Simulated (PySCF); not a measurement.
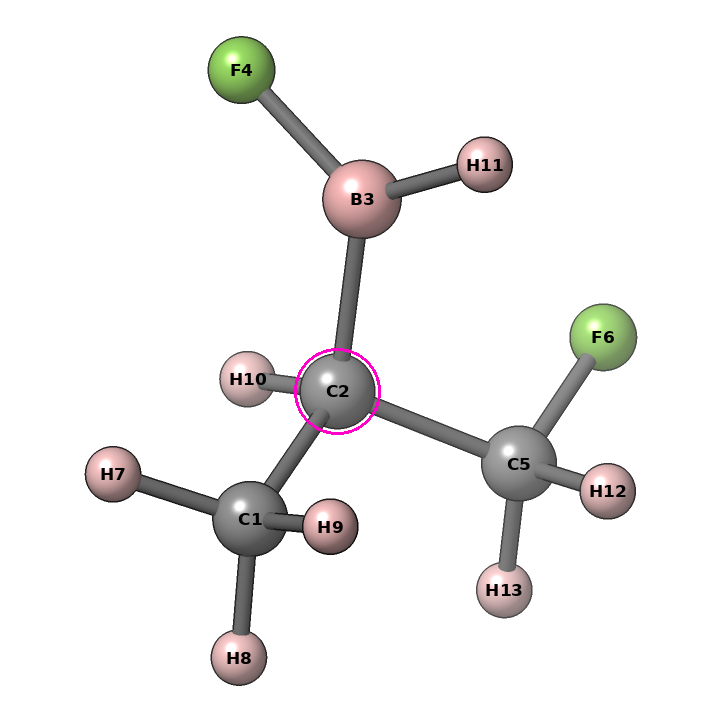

Distant atoms are faded towards the background colour. Circles mark the stereogenic atoms. The computed structure is the end point of a PBE0-D3(BJ)/def2-SVP optimisation. No frequency run is at hand to confirm it as a minimum.

### Give the R/S and E/Z labels.

C2: R (priorities C5 > C1 > B3 > H10).
